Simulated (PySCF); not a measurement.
**C$_{7}$H$_{7}$ClOSi (SMILES Cl[C@H]1[SiH2]C=C1c1ccco1): density, localisation and related maps**

```xyz
17

Cl   -1.6212    0.9942   -2.0297
C    -1.6244    0.8089   -0.2498
Si   -3.0134   -0.3314    0.4971
C    -1.3573   -1.1527    0.8369
C    -0.6158   -0.2029    0.2209
C     0.7964   -0.1022    0.0230
C     1.5450    0.8686   -0.6042
C     2.8895    0.4602   -0.4995
C     2.8695   -0.7217    0.1808
O     1.6182   -1.0706    0.5003
H    -1.4672    1.8094    0.1501
H    -3.7409    0.2622    1.6164
H    -3.8873   -0.9179   -0.5100
H    -0.9777   -2.0334    1.3266
H     1.1715    1.7523   -1.0796
H     3.7514    0.9722   -0.8758
H     3.6565   -1.3832    0.4867
```

Geometry: GFN2-xTB.

Method: PBE0/pcSseg-1, SCF density, gas phase, non-relativistic (PySCF).

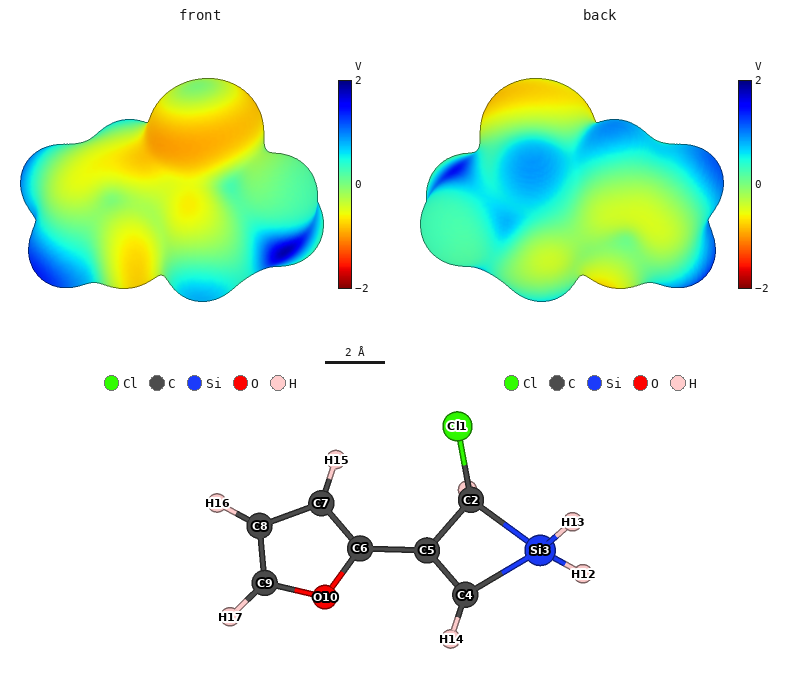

Figure 1. The molecular electrostatic potential painted on the density surface at 0.002 e/bohr³, seen from the front and from behind; red is negative and blue positive. The bare structure is drawn below in the same view.

Q: Which sites attract a positive test charge, and which a negative one?

A: A positive charge is drawn to the negative regions and a negative charge to the positive ones. The most negative region (about −0.9 V) lies over Cl1, the most positive (about +1.6 V) over Si3.

Q: How polar is the molecule by this calculation?

A: Its dipole moment is 1.86 D.

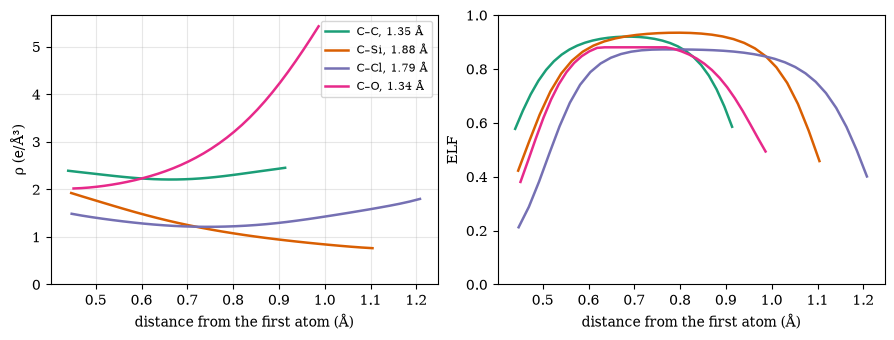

Figure 2. Total electron density and ELF along straight lines between neighbouring atoms. The curves leave out the atomic cores.

Q: Compare the contacts.

A: C–C (1.35 Å): the density is about 2.2 e/Å³ at the midpoint; the ELF peaks at about 0.90 between the atoms: a covalent bond.
C–Si (1.88 Å): ρ is about 0.9 e/Å³ halfway; the ELF peaks at about 0.95 between the atoms (a shared electron pair).
C–Cl (1.79 Å): ρ at the midpoint is about 1.3 e/Å³; the ELF peaks at about 0.85 between the atoms: localised, covalent bonding.
C–O (1.34 Å): the density is about 2.4 e/Å³ at the midpoint; the ELF peaks at about 0.90 between the atoms; a polar covalent bond.
